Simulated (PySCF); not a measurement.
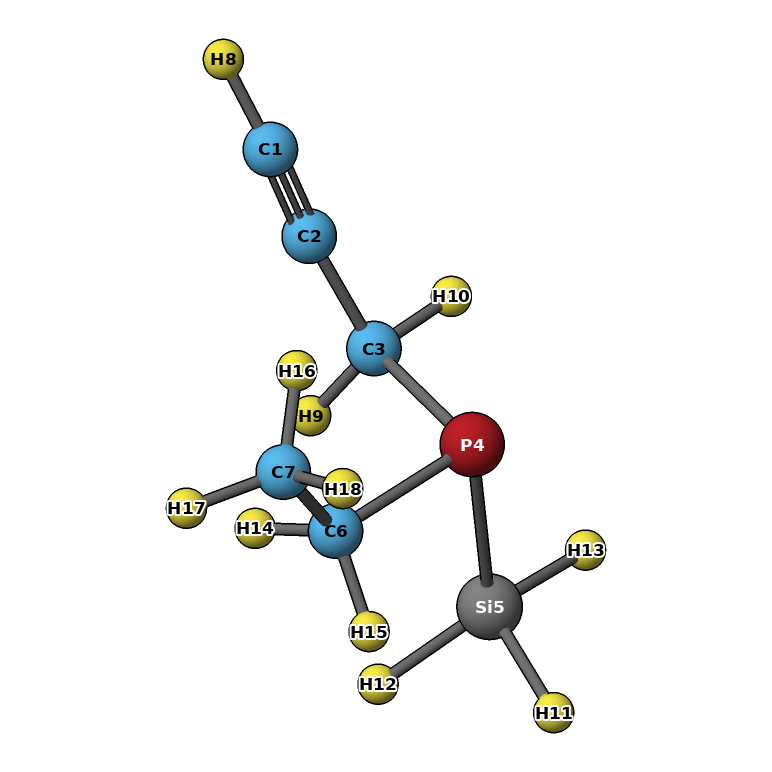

The questions are on isotropic NMR shieldings of the C atoms. Geometry: a frame of a GFN2-xTB molecular-dynamics simulation, not a minimum. Method: GIAO PBE0/pcSseg-1 NMR shielding, non-relativistic, gas phase (PySCF 2.14.0).

**Which C atom is the most shielded (lowest chemical shift)?**

C7 (175.0 ppm).

**Which C atom is the least shielded (highest chemical shift)?**

C2 (85.6 ppm).

**How wide is the range of C shifts?**

89.4 ppm.

List the isotropic NMR shieldings of the C atoms.

```json
{"atom": "C1", "σ (ppm)": "109.1"}
{"atom": "C2", "σ (ppm)": "85.6"}
{"atom": "C3", "σ (ppm)": "160.3"}
{"atom": "C6", "σ (ppm)": "168.5"}
{"atom": "C7", "σ (ppm)": "175.0"}
```
